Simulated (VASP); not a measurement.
Band structure of PbSe (space group Fm-3m). Calculation: PBEsol GGA with spin-orbit coupling, VASP's PBE PAW potentials (set 64) (plane waves; VASP).

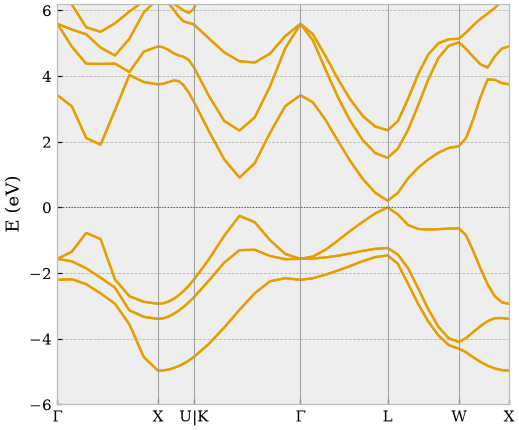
Figure. Bands along high-symmetry lines, zero at the valence-band maximum or, without a gap, the Fermi level

Problem. Read the plot: is there a gap, and where are the band edges?

Solution. The gap is direct, 0.21 eV, from the valence maximum at L to the conduction minimum at L.

The structure comes from a measured PbSe entry (Fm-3m) of the Crystallography Open Database, whose conditions weren't checked. It was relaxed first.
